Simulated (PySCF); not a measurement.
Borazine, SMILES B1NBNBN1 at its B3LYP/def2-SVP optimised geometry (Å):

```
12

B     -0.8716    -1.2695     0.0000
N     -1.5266     0.0019     0.0000
B     -0.8115     1.2406    -0.0008
N      0.6171     1.1721    -0.0011
B      1.3323    -0.0665    -0.0010
N      0.5586    -1.2695     0.0000
H     -1.5004    -2.3006    -0.0002
H     -2.5396     0.0262    -0.0001
H     -1.3902     2.3006    -0.0013
H      1.1446     2.0372    -0.0019
H      2.5396    -0.0955    -0.0019
H      1.0441    -2.1589    -0.0003
```

Level of theory: B3LYP/def2-TZVP (PySCF 2.14.0).

Map of the electrostatic potential (hartree/e), clipped to [-0.08, 0.12] on the plane z = 0.6 Å:

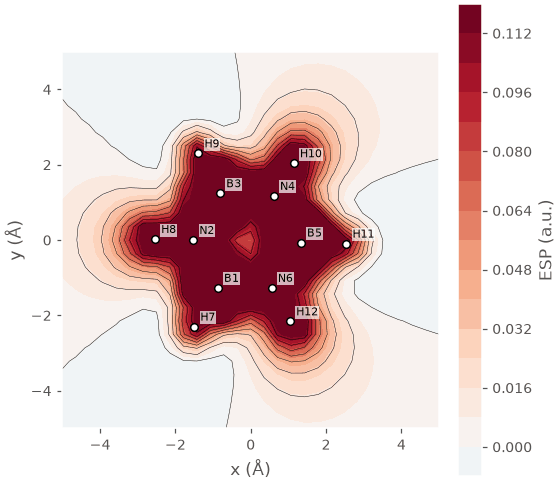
Fig. 1. Electrostatic potential (hartree/e), clipped to [-0.08, 0.12] on the plane z = 0.6 Å.
